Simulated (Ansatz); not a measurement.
**Response to strain in Ti**

Base system: Ti in the hcp (Mg type) structure (space group P6_3/mmc, No. 194).

```
Ti
1.0
    2.93588     0.00000     0.00000
   -1.46794     2.54255     0.00000
    0.00000     0.00000     4.63656
Ti
2
Cartesian
  0.00000   1.69503   3.47742
  1.46794   0.84752   1.15914
```

Cartesian axes are those of the cell as printed.

Strains are applied to the cell and any free atomic positions relax.

Level of theory: r2SCAN (Ansatz, a first-principles code), without spin-orbit coupling.

Notes on the quantities. pressure: mean of the normal stresses, compression positive.

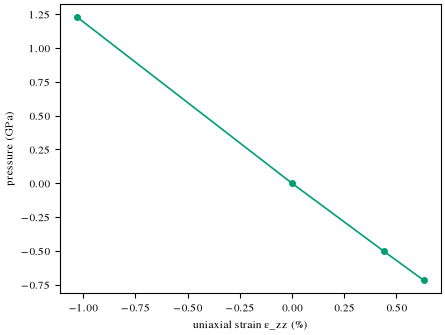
Figure: Pressure against uniaxial strain ε_zz

Task: From the plot, what is the pressure for uniaxial strain ε_zz = +0.44 %?

Result: About -0.5 GPa.

Task: Is the trend monotonic over the range shown?

Result: Yes, it falls throughout, spanning -0.7 GPa to 1.2 GPa.

No phonon test of stability was made. All final runs are without spin polarisation.
